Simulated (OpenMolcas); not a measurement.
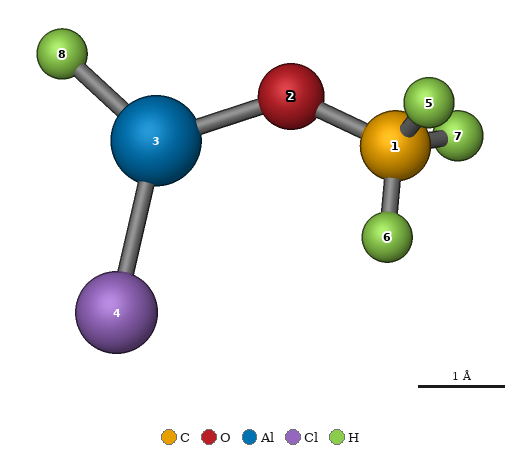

Fig. 1: The structure (ball-and-stick view, seen at a tilt; atoms are numbered from 1 in the order of the input). Sticks mark near contacts.

# Excited-state calculation, with input and output: CH$_{4}$AlClO (part 1 of 4)

CH$_{4}$AlClO, SMILES C[O][AlH][Cl], computed with CASSCF/ANO-RCC-VDZP, DKH2 (OpenMolcas 26.06).

The geometry comes from this level: PBE0-D4/def2-TZVP.

Input
```
&GATEWAY
 Coord=coord.xyz
 Basis=ANO-RCC-VDZP
 Group=NoSym
 RICD

&SEWARD

&RASSCF
 FileOrb=$CurrDir/step2.RasOrb
 Spin=1
 Nactel=2 0 0
 Inactive=23
 Ras2=2
 CIRoot=2 2 1
 OrbListing=Few

&RASSI
 NrOfJobIphs=1 all
```

File coord.xyz
```
8

C      0.132200     1.250600     0.263000
O      0.645300     0.052000    -0.246000
Al     0.103400    -1.519700    -0.426600
Cl    -1.829000    -2.007800     0.224400
H      0.118400     2.012400    -0.522500
H     -0.886500     1.136200     0.650000
H      0.770200     1.612600     1.075000
H      1.038000    -2.593300    -1.072900
```

Machine: 1 thread of AMD EPYC (Zen 3), 128 GiB of memory available, shared host.

Command:
```bash
export MOLCAS_MEM=1860
pymolcas step3.inp > step3.log
```

Output
```
--- Start Module: gateway ---

                                              &GATEWAY

                       available to each process: 1.9 GB of memory, 1 thread

++    Symmetry information:
      ---------------------

                    Character Table for C1

                             E
                    a        1  x, y, xy, Rz, z, xz, Ry, yz, Rx, I
--

++    Basis set information:
      ----------------------

      Basis set label: C.ANO-RCC...3S2P1D.

      Electronic valence basis set:
      ------------------
      Associated Effective Charge   6.000000 au
      Associated Actual Charge      6.000000 au
      Nuclear Model: Point charge

      Shell  nPrim  nBasis  Cartesian Spherical Contaminant
         s      14       3        X
         p       9       2        X
         d       4       1                 X

      Basis set label: O.ANO-RCC...3S2P1D.

      Electronic valence basis set:
      ------------------
      Associated Effective Charge   8.000000 au
      Associated Actual Charge      8.000000 au
      Nuclear Model: Point charge

      Shell  nPrim  nBasis  Cartesian Spherical Contaminant
         s      14       3        X
         p       9       2        X
         d       4       1                 X

      Basis set label: AL.ANO-RCC...4S3P1D.

      Electronic valence basis set:
      ------------------
      Associated Effective Charge  13.000000 au
      Associated Actual Charge     13.000000 au
      Nuclear Model: Point charge

      Shell  nPrim  nBasis  Cartesian Spherical Contaminant
         s      17       4        X
         p      12       3        X
         d       5       1                 X

      Basis set label: CL.ANO-RCC...4S3P1D.

      Electronic valence basis set:
      ------------------
      Associated Effective Charge  17.000000 au
      Associated Actual Charge     17.000000 au
      Nuclear Model: Point charge

      Shell  nPrim  nBasis  Cartesian Spherical Contaminant
         s      17       4        X
         p      12       3        X
         d       5       1                 X

      Basis set label: H.ANO-RCC...2S1P.

      Electronic valence basis set:
      ------------------
      Associated Effective Charge   1.000000 au
      Associated Actual Charge      1.000000 au
      Nuclear Model: Point charge

      Shell  nPrim  nBasis  Cartesian Spherical Contaminant
         s       8       2        X
         p       4       1        X
--

++    Molecular structure info:
      -------------------------

                    ************************************************
                    **** Cartesian Coordinates / bohr, angstrom ****
                    ************************************************

     Center  Label                x              y              z                     x              y              z
        1      C1               0.249822       2.363291       0.496998              0.132200       1.250600       0.263000
        2      O2               1.219440       0.098266      -0.464873              0.645300       0.052000      -0.246000
        3      AL3              0.195398      -2.871817      -0.806157              0.103400      -1.519700      -0.426600
        4      CL4             -3.456309      -3.794192       0.424055             -1.829000      -2.007800       0.224400
        5      H5               0.223744       3.802885      -0.987382              0.118400       2.012400      -0.522500
        6      H6              -1.675242       2.147107       1.228322             -0.886500       1.136200       0.650000
        7      H7               1.455467       3.047372       2.031456              0.770200       1.612600       1.075000
        8      H8               1.961536      -4.900627      -2.027487              1.038000      -2.593300      -1.072900

                    ***************************************
                    *    InterNuclear Distances / bohr    *
                    ***************************************

               1 C1            2 O2            3 AL3           4 CL4           5 H5            6 H6
    1 C1       0.000000
    2 O2       2.644938        0.000000
    3 AL3      5.395140        3.160147        0.000000
    4 CL4      7.187164        6.148500        3.962216        0.000000
    5 H5       2.067968        3.871515        6.677222        8.558652        0.000000
    6 H6       2.070614        3.929866        5.729572        6.254445        3.355159        0.000000
    7 H7       2.067875        3.870994        6.684057        8.574164        3.346838        3.355122
    8 H8       7.878293        5.289744        2.954143        6.048743        8.936042        8.573039

               7 H7            8 H8
    7 H7       0.000000
    8 H8       8.938781        0.000000

                    *******************************************
                    *    InterNuclear Distances / angstrom    *
                    *******************************************

               1 C1            2 O2            3 AL3           4 CL4           5 H5            6 H6
    1 C1       0.000000
    2 O2       1.399641        0.000000
    3 AL3      2.854985        1.672278        0.000000
    4 CL4      3.803284        3.253646        2.096715        0.000000
    5 H5       1.094322        2.048718        3.533433        4.529043        0.000000
    6 H6       1.095722        2.079595        3.031959        3.309710        1.775474        0.000000
    7 H7       1.094272        2.048442        3.537051        4.537252        1.771070        1.775454
    8 H8       4.169013        2.799212        1.563265        3.200857        4.728750        4.536657

               7 H7            8 H8
    7 H7       0.000000
    8 H8       4.730199        0.000000

                    **************************************
                    *    Valence Bond Angles / degree    *
                    **************************************
                          Atom centers                 Phi
                      2 O2       1 C1       5 H5       109.86
                      2 O2       1 C1       6 H6       112.32
                      2 O2       1 C1       7 H7       109.84
                      5 H5       1 C1       6 H6       108.33
                      5 H5       1 C1       7 H7       108.04
                      6 H6       1 C1       7 H7       108.33
--

            Nuclear Potential Energy            196.04077330 au

--- Stop Module: gateway /rc=_RC_ALL_IS_WELL_ ---
--- Module gateway spent 1 second ---

--- Start Module: seward ---

                                              &SEWARD

                       available to each process: 1.9 GB of memory, 1 thread

               SEWARD will generate:
                  Multipole Moment integrals up to order  2
                  Kinetic Energy integrals
                  Nuclear Attraction integrals (point charge)
                  One-Electron Hamiltonian integrals
                  Velocity integrals
                  Relativistic Douglas-Kroll-Hess integrals:
                    - Parametrization         : EXP
                    - DKH order of Hamiltonian: 2
                    - DKH order of Properties : 0
                         - multipole moment operators
                         - electric potential operators
                         - contact operators
                  Orbital angular momentum around ( -0.9695  -1.8739  -0.0867 )
                  Velocity quadrupole around ( -0.9695  -1.8739  -0.0867 )
                  Atomic mean-field integrals
                  RI decomposed two-electron repulsion integrals stored Cholesky style
                   - acCD auxiliary basis
                   - CD Threshold:   1.00E-04

                   Integrals are discarded if absolute value <: 1.00E-14
                   Integral cutoff threshold is set to       <: 1.00E-16

            Nuclear Potential Energy            196.04077330 au

      Basis set specifications :
      Symmetry species         a
      Basis functions           84

--- Stop Module: seward /rc=_RC_ALL_IS_WELL_ ---
--- Module seward spent 2 seconds ---

--- Start Module: rasscf ---

                                              &RASSCF

                       available to each process: 1.9 GB of memory, 1 thread

      Header of the ONEINT file:
      --------------------------

      OrdInt status: non-squared

      Cartesian coordinates in angstrom:
      -----------------------------------------------------
      No.  Label        X            Y            Z
      -----------------------------------------------------
       1   C1         0.13220000   1.25060000   0.26300000
       2   O2         0.64530000   0.05200000  -0.24600000
       3   AL3        0.10340000  -1.51970000  -0.42660000
       4   CL4       -1.82900000  -2.00780000   0.22440000
       5   H5         0.11840000   2.01240000  -0.52250000
       6   H6        -0.88650000   1.13620000   0.65000000
       7   H7         0.77020000   1.61260000   1.07500000
       8   H8         1.03800000  -2.59330000  -1.07290000
      -----------------------------------------------------
      Nuclear repulsion energy =  196.04077330

++    Wave function specifications:
      -----------------------------

      Number of closed shell electrons          46
      Number of electrons in active shells       2
      Max number of holes in RAS1 space          0
      Max nr of electrons in RAS3 space          0
      Number of inactive orbitals               23
      Number of active orbitals                  2
      Number of secondary orbitals              59
      Spin quantum number                      0.0
      State symmetry                             1
--

++    Orbital specifications:
      -----------------------

      Symmetry species                           1
                                                 a
      Frozen orbitals                            0
      Inactive orbitals                         23
      Active orbitals                            2
      RAS1 orbitals                              0
      RAS2 orbitals                              2
      RAS3 orbitals                              0
      Secondary orbitals                        59
      Deleted orbitals                           0
      Number of basis functions                 84
--

++    CI expansion specifications:
      ----------------------------

      Number of CSFs                             3
      Number of spin combinations                3
      Number of determinants                     4
      Number of root(s) required                 2
      Root chosen for geometry opt.              2
      CI roots used                              1     2
      weights                                0.500 0.500
      highest root included in the CI            2
      max. size of the explicit Hamiltonian      3
--

++    Optimization specifications:
      ----------------------------

      RASSCF algorithm: LK RI/DF
      Maximum number of macro iterations       200
      Maximum number of SX iterations          100
      Threshold for RASSCF energy            1.000E-08
      Threshold for max MO rotation          1.000E-01
      Threshold for max BLB element          1.000E-04
      Level shift parameter                  5.000E-01
      Make Quasi-Newton update
--

      The MO-coefficients are taken from the file:
      step2.RasOrb
      Title: RASSCF average (pseudo-natural) orbitals

      Total molecular charge    0.00

      ************************************************************************************************************************
      *                                            Wave function control section                                             *
      ************************************************************************************************************************

                                         RASSCF iterations: Energy and convergence statistics
                                         ----------------------------------------------------

          iter iter root      energy       change     param      element    value   shift minimum  type update hh:mm:ss
 Nr of preliminary CI iterations:   1
        1   1    3    0  -818.41035860    0.00E+00  -4.71E-05    8  38 1 -1.41E-05   0.25   0.00    SX    NO    0:00:00
        2   1    3    0  -818.41035861   -3.52E-09  -4.67E-05   25  27 1 -1.36E-05   0.25   0.00    SX    NO    0:00:00
        3   1    3    0  -818.41035861   -2.15E-09  -4.66E-05   25  27 1 -1.36E-05   0.25   0.00    SX    NO    0:00:00
        4   1    3    0  -818.41035861   -1.94E-09  -4.67E-05   25  27 1 -1.36E-05   0.25   0.00    SX    NO    0:00:00
      Convergence after  4 iterations
        5   1    3    0  -818.41035861   -1.92E-09  -4.67E-05   25  27 1 -1.36E-05   0.25   0.00    SX    NO    0:00:00

      ************************************************************************************************************************
                                                      Wave function printout:
                       occupation of active orbitals, and spin coupling of open shells (u,d: Spin up or down)
      ************************************************************************************************************************

      Note: transformation to natural orbitals
      has been made, which may change the order of the CSFs.

      printout of CI-coefficients larger than  0.05 for root  1
      energy=    -818.550572
      conf/sym  11     Coeff  Weight
             1  20   0.97039 0.94166
             2  ud  -0.24141 0.05828

      printout of CI-coefficients larger than  0.05 for root  2
      energy=    -818.270145
      conf/sym  11     Coeff  Weight
             1  20   0.24140 0.05827
             2  ud   0.97042 0.94172

      Natural orbitals and occupation numbers for root  1
      sym 1:   1.997309   0.002691

      Natural orbitals and occupation numbers for root  2
      sym 1:   1.333775   0.666225

      ************************************************************************************************************************
      *                                                    Final results                                                     *
      ************************************************************************************************************************

++    Final optimization conditions:
      ------------------------------

      Average CI energy                            -818.41035861
      RASSCF energy for state  2                   -818.27014480
      Super-CI energy                                -0.00000000
      RASSCF energy change                           -0.00000000
      Max change in MO coefficients              -6.943E-05
      Max non-diagonal density matrix element    -4.667E-05
      Maximum BLB matrix element                 -1.363E-05
      (orbital pair  25,  27 in symmetry   1)
      Norm of electronic gradient            2.201E-01
--

      Final state energy(ies):
      ------------------------

::    RASSCF root number  1 Total energy:   -818.55057243
::    RASSCF root number  2 Total energy:   -818.27014480

++    Molecular orbitals:
      -------------------

      Pseudonatural active orbitals and approximate occupation numbers

      Molecular orbitals for symmetry species 1: a

      Orbital                 1         2         3         4         5         6         7         8         9        10
      Energy          -105.1710  -58.6185  -20.6491  -11.3293  -10.5946   -7.9966   -7.9946   -7.9946   -4.9365   -3.2331
      Occ. No.           2.0000    2.0000    2.0000    2.0000    2.0000    2.0000    2.0000    2.0000    2.0000    2.0000
```
